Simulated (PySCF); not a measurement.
**NMR shielding calculation of C$_{4}$H$_{4}$ClFO**

- system: C$_{4}$H$_{4}$ClFO, SMILES O[C@@H]1C(F)=C1CCl
- method: GIAO PBE0/pcSseg-1 NMR shielding, non-relativistic, IEF-PCM cyclohexane (PySCF 2.14.0)

The geometry comes from this level: PBE0-D3(BJ)/def2-SVP. Figures and captions count atoms from 1; the log counts them from 0 in places.

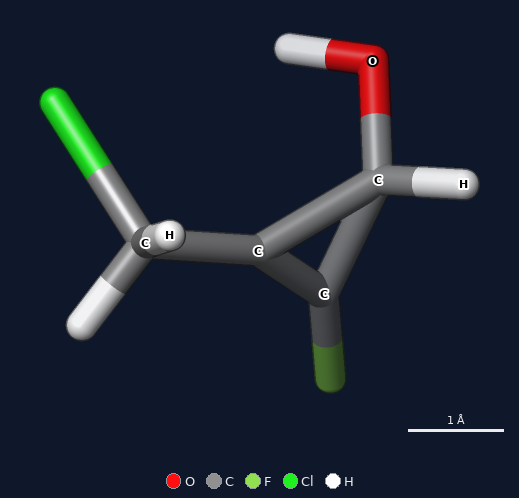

Fig. 1: The input geometry (stick view, seen at a tilt).

### The input
```
{"job": {"xc": "PBE0", "basis": "pcSseg-1", "solvent": "cyclohexane", "kind": "nmr", "pop": true}, "charge": 0, "multiplicity": 1}
O     -1.653090     0.834054     1.061006
C     -1.297677     0.066551    -0.034025
C     -0.649666    -1.244747     0.073747
F     -0.766514    -2.503415     0.411125
C      0.153076    -0.295027    -0.316767
C      1.472904     0.279907    -0.602837
Cl     1.958483     1.379866     0.737670
H     -0.935880     0.792556     1.706061
H     -1.988692     0.300701    -0.858308
H      1.462033     0.887791    -1.517870
H      2.246072    -0.494586    -0.690078
```

The first line tells a small driver script what to run in PySCF; the rest is the geometry in Å.

Command:
```bash
OMP_NUM_THREADS=1 python <driver script> task.json out
```

### What the program printed
```
coarse grid: 10624 points
cycle   1  E = -789.2912178138  dE =  1.244e+00  |g| = 6.965e-01  |ddm| = 3.187e+00
cycle   2  E = -789.2055909912  dE =  8.563e-02  |g| = 9.900e-01  |ddm| = 1.558e+00
cycle   3  E = -789.3770532594  dE = -1.715e-01  |g| = 8.589e-02  |ddm| = 1.046e+00
cycle   4  E = -789.3784877705  dE = -1.435e-03  |g| = 2.733e-02  |ddm| = 1.243e-01
cycle   5  E = -789.3786443107  dE = -1.565e-04  |g| = 7.753e-03  |ddm| = 3.445e-02
cycle   6  E = -789.3786573152  dE = -1.300e-05  |g| = 2.055e-03  |ddm| = 7.358e-03
cycle   7  E = -789.3786582414  dE = -9.262e-07  |g| = 5.884e-04  |ddm| = 2.201e-03
final grid: 100880 points
cycle   8  E = -789.4356782276  dE = -2.981e-05  |g| = 8.946e-03  |ddm| = 2.707e-02
cycle   9  E = -789.4356607234  dE =  1.750e-05  |g| = 1.309e-02  |ddm| = 1.815e-02
cycle  10  E = -789.4356934087  dE = -3.269e-05  |g| = 1.431e-03  |ddm| = 1.123e-02
cycle  11  E = -789.4356937479  dE = -3.392e-07  |g| = 4.670e-04  |ddm| = 1.565e-03
cycle  12  E = -789.4356937923  dE = -4.443e-08  |g| = 1.168e-04  |ddm| = 5.222e-04
cycle  13  E = -789.4356937953  dE = -2.993e-09  |g| = 3.178e-05  |ddm| = 1.295e-04
cycle  14  E = -789.4356937955  dE = -2.162e-10  |g| = 7.429e-06  |ddm| = 3.635e-05
```

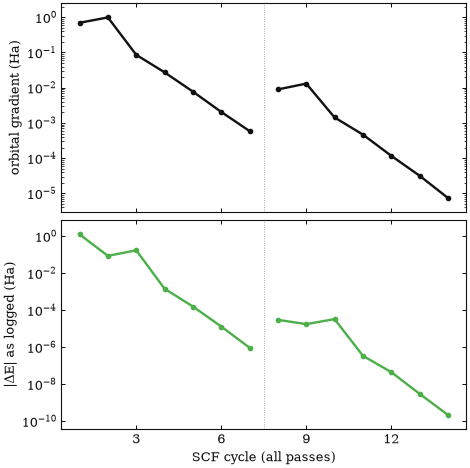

Fig. 2: Convergence of the self-consistent field: orbital gradient and size of the energy change against the SCF cycle. The dotted line marks the change from a coarse to the final integration grid. The first 7 cycles use a coarse grid, the final grid takes over at cycle 8, and the field converges after 14 cycles in all.

```
converged SCF energy = -789.4356937955

GIAO shielding tensors (ppm)
atom      isotropic    diamagn.    paramagn.     s11        s22        s33       span
  0 O      250.112     389.385    -139.274    180.001    251.950    318.385    138.384
  1 C      123.032     243.816    -120.784     83.481    100.614    185.001    101.519
  2 C       24.479     253.039    -228.560    -78.446     68.698     83.184    161.630
  3 F      302.981     471.253    -168.272    152.989    256.828    499.128    346.139
  4 C       83.037     261.815    -178.778    -12.688     96.920    164.879    177.566
  5 C      147.001     243.562     -96.560    124.112    140.462    176.430     52.318
  6 Cl     821.031    1146.359    -325.328    609.803    760.712   1092.576    482.773
  7 H       30.662      31.762      -1.099     23.810     28.569     39.608     15.799
  8 H       27.001      28.426      -1.425     21.643     26.160     33.199     11.556
  9 H       27.038      27.113      -0.075     21.770     25.616     33.727     11.956
 10 H       26.891      26.900      -0.009     21.402     26.140     33.130     11.728
```

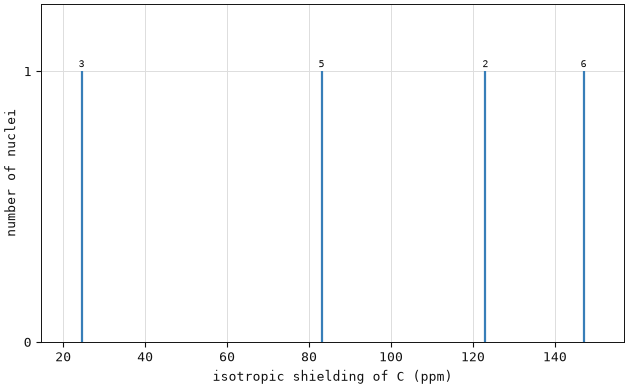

Fig. 3: Isotropic shieldings of the carbon nuclei in this fixed geometry, labelled by atom number; shielding grows to the right, so chemical shift grows to the left. The least shielded is C3 (24.5 ppm), the most shielded C6 (147.0 ppm).

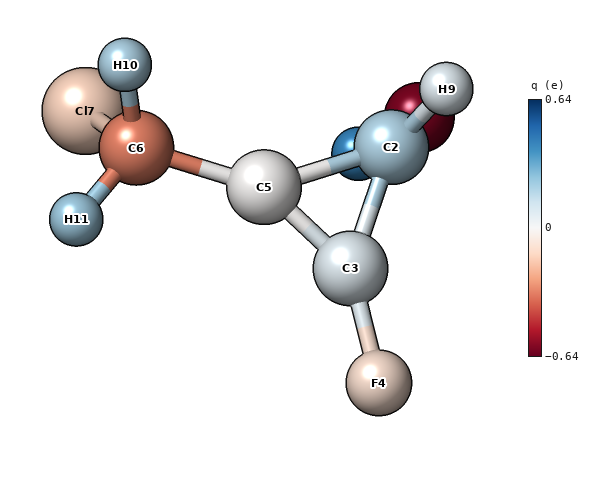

Fig. 4: ESP-fitted charges, as the colour of each atom (ball-and-stick view, seen at a tilt; atoms are numbered from 1 in the order of the input). By element: O −0.60, C −0.32 to +0.19, F −0.10, Cl −0.14 and H +0.07 to +0.42 e.

### Results in brief

| quantity | value |
| --- | --- |
| outcome | converged |
| total energy | −789.435694 hartree |
| HOMO | −7.63 eV |
| LUMO | −0.65 eV |
| dipole moment | 2.40 D |
| isotropic shielding, O | 250.1 ppm |
| isotropic shielding, C | 24.5 to 147.0 ppm |
| isotropic shielding, F | 303.0 ppm |
| isotropic shielding, Cl | 821.0 ppm |
| isotropic shielding, H | 26.9 to 30.7 ppm |
| hardware | 1 CPU thread, shared host |
| wall time | 16 s |
| peak memory | 0.84 GiB |
